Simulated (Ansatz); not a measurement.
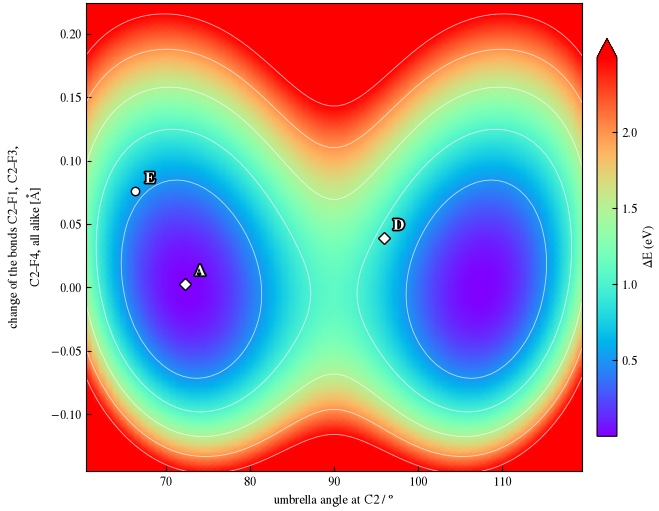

CF₃, SMILES F[C](F)F, spin multiplicity 2. First axis: umbrella angle at C2 (between each of its bonds and their common axis; 90 is planar). Second axis: change of the bonds C2–F1, C2–F3, C2–F4, all alike. Nothing is relaxed (all other coordinates rigid). The scan uses an 11 × 11 grid; 66 points were computed and 55 follow by symmetry. Points are written as (first, second). All energies are given in eV relative to the lowest grid point. All numbers below come from UKS wB97X-V/def2-SVP (Ansatz).

In the figure: a smooth colour map with a few white contour lines, one colour for all values above the top of the scale, lettered points. Between grid points the surface is interpolated.

### Is A the lowest point of the computed grid?

Yes. A, at (72.3°, 0.003 Å), has the lowest energy of the grid.

### What kind of point is each of A, D: minimum, saddle, maximum or slope?

A: minimum; D: on a slope. (In these two coordinates alone; a stationary point may lie a little off the grid point.)

### Rank the lettered points by energy, lowest first.

A (0.00 eV), E (0.59 eV), D (0.91 eV).
